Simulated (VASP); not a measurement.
Given:

```xyz
2
Lattice="0.0000 2.4389 2.4389 2.4389 0.0000 2.4389 2.4389 2.4389 0.0000" Properties=species:S:1:pos:R:3 pbc="T T T"
Mn     3.6583     3.6583     3.6583
Mn     2.4389     2.4389     2.4389
```

The numbers are results of PBEsol GGA, VASP's PBE PAW potentials (set 64) (plane waves; VASP), not measurements. Settings: 400 eV cut-off, 14×14×14 Γ-centred mesh, tetrahedra with Blöchl corrections, potentials Mn_pv.

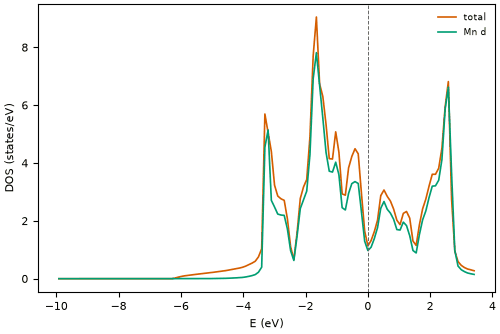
Figure. Total and projected density of states, zero at the Fermi level

Within 2 eV below the Fermi level the largest weight inside VASP's projection spheres is Mn d.

It has no gap at this level: it comes out as a metal or semimetal.

The structure was generated: Mn was put into the diamond type (Fd-3m), which need not be its known phase. It was relaxed first, which changed the volume by -17 %. The run is not spin-polarised, so no magnetic state was tried.
